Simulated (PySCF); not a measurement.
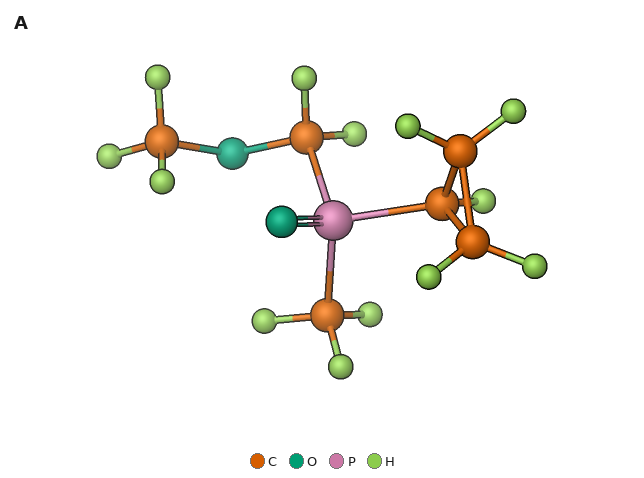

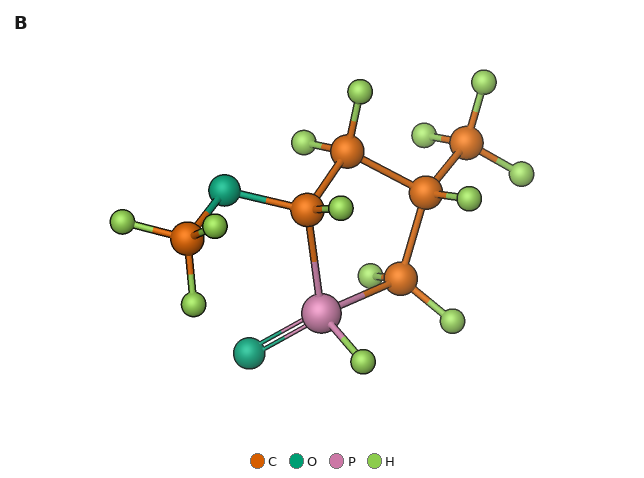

2 stationary structures of one formula. Geometries: GFN2-xTB. Electronic energies: PBE0/pcSseg-1 (PySCF 2.14.0), without zero-point energy. No frequency run is at hand to confirm each as a minimum. Each is one conformer, not always the lowest.

### Are they conformers, stereoisomers or constitutional isomers?

They are constitutional isomers of C6H13O2P: A `COC[P@](C)(=O)C1CC1`, B `CO[C@@H]1C[C@H](C)C[P@@H]1=O`.

### Rank them by energy, lowest first.

B is lowest; A lies 47.3 kJ/mol above it.

The geometry is semi-empirical. Around P such bond lengths and angles can be off by a tenth of an ångström or more and by several degrees, and values that hang on the shape move with them.
